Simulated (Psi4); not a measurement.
# AuF (SMILES [F][Au]): CCSD(T)/def2-TZVPP (core potential)

Aim: the energy change on altering one bond length of AuF at CCSD(T)/def2-TZVPP (core potential), from 2 runs. 

Program for the calculation: Psi4 1.11.

## Step 1: The structure to begin with

AuF has 2 atoms, charge 0, and is taken as a singlet. SMILES: `[F][Au]`. The coordinates come from a PBE0-D4/def2-TZVP relaxation.

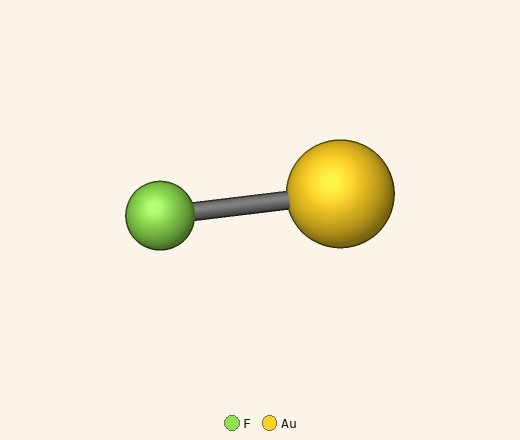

The structure, seen from a chosen angle (fluorine green, gold amber).

## Step 2: The energy at CCSD(T)/def2-TZVPP (core potential)

File auf.inp:

```
memory 1.6 GB

molecule system {
  0 1
  F      0.839700    -0.327100     0.415300
  Au    -0.810300     0.267000    -0.411300
  symmetry c1
}

set {
  basis           def2-TZVPP
  puream          true
  e_convergence   1e-09
  d_convergence   1e-08
  scf_type        pk
  num_frozen_docc 1
}

energy("ccsd(t)")
```

On the command line:

```bash
$ psi4 -n 1 auf.inp auf.out
```

auf.out:

```text
[...]
    !!!  WARNING: ECP capability is in beta. Please check occupations closely.  !!!
[...]
  Running in c1 symmetry.
[...]
  Nuclear repulsion =   46.674225362259456
[...]
  Multiplicity = 1
[...]
  Nalpha       = 14
  Nbeta        = 14
[...]
    Number of basis functions: 87
[...]
   @RHF iter   1:  -234.11715843869041   -6.15898e-01   5.99134e-03 ADIIS/DIIS
[...]
   @RHF iter  13:  -234.23872117335992   -3.69482e-12   6.78076e-09 DIIS
[...]
    Orbital Energies [Eh]
    ---------------------
    Doubly Occupied:
       1A    -26.174263     2A     -4.741234     3A     -2.784257
       4A     -2.776693     5A     -2.776693     6A     -1.434846
       7A     -0.593532     8A     -0.572228     9A     -0.572228
      10A     -0.498892    11A     -0.498892    12A     -0.464998
      13A     -0.464998    14A     -0.417653
[...]
  @RHF Final Energy:  -234.23872117335992
   => Energetics <=
    Nuclear Repulsion Energy =             46.6742253622594561
    One-Electron Energy =                -472.2830800742221413
    Two-Electron Energy =                 191.3701335386027722
    Total Energy =                       -234.2387211733599202
[...]
 Multipole Moments:
 ------------------------------------------------------------------------------------
     Multipole            Electronic (a.u.)      Nuclear  (a.u.)        Total (a.u.)
 ------------------------------------------------------------------------------------
 L = 1.  Multiply by 2.5417464519 to convert [e a0] to [Debye]
 Dipole X            :          0.0000005           -0.0000000            0.0000005
 Dipole Y            :          0.0000010            0.0000000            0.0000010
 Dipole Z            :        -26.1918847           23.9489872           -2.2428975
 Magnitude           :                                                    2.2428975
[...]
      * MP2 total energy                      = -235.088019079934327
[...]
      * CCSD total energy                     = -235.053483705837778
[...]
      * CCSD(T) total energy                  = -235.081294289453467
[...]
```

It took 3 min on 1 thread of AMD EPYC (Zen 3), shared host; peak memory 0.63 GiB.

## Step 3: The distorted shape

File input.dat:

```
memory 1600 MB

molecule system {
  0 1
  F      3.14580440    -1.17946500     1.56581573
  Au    -1.53124508     0.50455688    -0.77724436
  units bohr
  symmetry c1
  no_reorient
  no_com
}

set basis def2-TZVPP
set puream true
set e_convergence 1e-09
set d_convergence 1e-08
set scf_type pk
set num_frozen_docc 1

e = energy("ccsd(t)")
```

On the command line:

```bash
$ psi4 -i input.dat -o output.dat -n 1
```

output.dat:

```text
[...]
    !!!  WARNING: ECP capability is in beta. Please check occupations closely.  !!!
[...]
  Running in c1 symmetry.
[...]
  Nuclear repulsion =   31.116300005151164
[...]
  Multiplicity = 1
[...]
  Nalpha       = 14
  Nbeta        = 14
[...]
    Number of basis functions: 87
[...]
   @RHF iter   1:  -234.03978917365365   -7.93093e-01   6.20247e-03 ADIIS/DIIS
[...]
   @RHF iter  13:  -234.15843657086194   -1.15108e-11   6.94919e-09 DIIS
[...]
    Orbital Energies [Eh]
    ---------------------
    Doubly Occupied:
       1A    -26.053234     2A     -4.795146     3A     -2.838048
       4A     -2.838048     5A     -2.837141     6A     -1.292425
       7A     -0.564056     8A     -0.564056     9A     -0.562023
      10A     -0.562023    11A     -0.560916    12A     -0.403908
      13A     -0.403908    14A     -0.376626
[...]
  @RHF Final Energy:  -234.15843657086194
   => Energetics <=
    Nuclear Repulsion Energy =             31.1163000051511638
    One-Electron Energy =                -441.2463568995216292
    Two-Electron Energy =                 175.9716203235085175
    Total Energy =                       -234.1584365708619373
[...]
 Multipole Moments:
 ------------------------------------------------------------------------------------
     Multipole            Electronic (a.u.)      Nuclear  (a.u.)        Total (a.u.)
 ------------------------------------------------------------------------------------
 L = 1.  Multiply by 2.5417464519 to convert [e a0] to [Debye]
 Dipole X            :         -2.9467740           -0.7814169           -3.7281909
 Dipole Y            :          2.3709789           -1.0286043            1.3423746
 Dipole Z            :         -1.1924088           -0.6753013           -1.8677101
 Magnitude           :                                                    4.3806070
[...]
      * MP2 total energy                      = -234.984820443775192
[...]
      * CCSD total energy                     = -234.964269881801641
[...]
      * CCSD(T) total energy                  = -235.008298104705489
[...]
```

It took 3.1 min on 1 thread of AMD EPYC (Zen 3), shared host; peak memory 0.64 GiB.

## Step 4: Summary of results

At CCSD(T)/def2-TZVPP (core potential), 1 core orbital frozen:

```
                                                          quantity          value
                                         first shape: total energy  -235.08129 Eh
                  first shape: HOMO energy (Hartree–Fock orbitals)      -11.36 eV
                  first shape: LUMO energy (Hartree–Fock orbitals)       -0.63 eV
                first shape: HOMO–LUMO gap (Hartree–Fock orbitals)       10.74 eV
           first shape: correlation energy (1 core orbital frozen)     -842.6 mEh
                                       first shape: (T) correction     -27.81 mEh
                                        first shape: T1 diagnostic          0.030
                                     distorted shape: total energy  -235.00830 Eh
              distorted shape: HOMO energy (Hartree–Fock orbitals)      -10.25 eV
              distorted shape: LUMO energy (Hartree–Fock orbitals)       -2.42 eV
            distorted shape: HOMO–LUMO gap (Hartree–Fock orbitals)        7.83 eV
       distorted shape: correlation energy (1 core orbital frozen)     -849.9 mEh
                                   distorted shape: (T) correction     -44.03 mEh
                                    distorted shape: T1 diagnostic          0.073
energy change with the F1–Au2 bond stretched from 1.939 to 2.908 Å       1.986 eV
```

One bond (distorted shape) is far stretched, which a spin-restricted single reference describes badly; perturbation theory on it can break down and give far too much correlation. With the F1–Au2 bond stretched from 1.939 to 2.908 Å the energy rises by 1.99 eV (46 kcal/mol). The first shape isn't relaxed at this level, so the change isn't measured from a minimum. A restricted reference can't describe the breaking bond well at this length. The triples (first shape) make up 3.3 % of the correlation energy. The T1 diagnostic (distorted shape) of 0.073 is above the customary mark for such species, so a single reference may not serve. The triples (distorted shape) make up 5.2 % of the correlation energy.
